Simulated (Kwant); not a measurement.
System: wire with one Gaussian impurity in a Si two-dimensional gas. Effective mass 0.19 mₑ, grid spacing 3.3 nm, hard walls, nominal width 100 nm (31 grid rows, so walls 105.6 nm apart), one parabolic valley, scattering region 300 nm long along x; energies count from the band bottom; Fermi energy swept from 0.00015833 to 0.0033645 eV. Impurity U exp(−r²/2σ²), U = 0.034 eV, σ = 10 nm, 20 nm off the axis.

The device is made up for the run: typed textbook-type constants, with dimensions and the other settings drawn at random.

Kwant, effective-mass tight-binding model on a square grid, one spin, coherent transport at 0 K. Conductance is in e²/h.

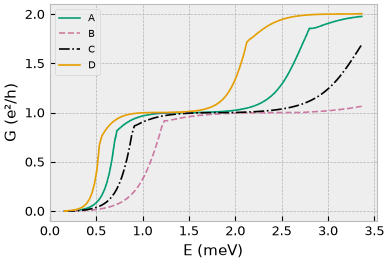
Fig. 1. G (e²/h) of 4 runs

```tsv
E (meV)	A	B	C	D
0.1583	0	0	0	0.00090
0.3469	0.016	0.0021	0.0080	0.037
0.5355	0.12	0.020	0.049	0.67
0.7241	0.82	0.069	0.23	0.93
0.9127	0.94	0.20	0.87	0.99
1.101	0.98	0.54	0.94	1.00
1.290	1.00	0.92	0.98	1.00
1.478	1.00	0.96	0.99	1.01
1.667	1.00	0.98	1.00	1.03
1.856	1.01	0.99	1.00	1.13
2.044	1.03	1.00	1.00	1.45
2.233	1.08	1.00	1.01	1.80
2.421	1.20	1.00	1.03	1.92
2.610	1.46	1.00	1.06	1.97
2.799	1.85	1.01	1.12	1.99
2.987	1.90	1.02	1.23	2.00
3.176	1.95	1.04	1.43	2.00
3.365	1.98	1.07	1.69	2.00
```

### Question
Column A is the base. The others each differ by one change: effective mass 0.19 → 0.11 mₑ; effective mass 0.19 → 0.15 mₑ; effective mass 0.19 → 0.25 mₑ. Which is which?

### Answer
B: effective mass 0.19 → 0.11 mₑ; C: effective mass 0.19 → 0.15 mₑ; D: effective mass 0.19 → 0.25 mₑ.
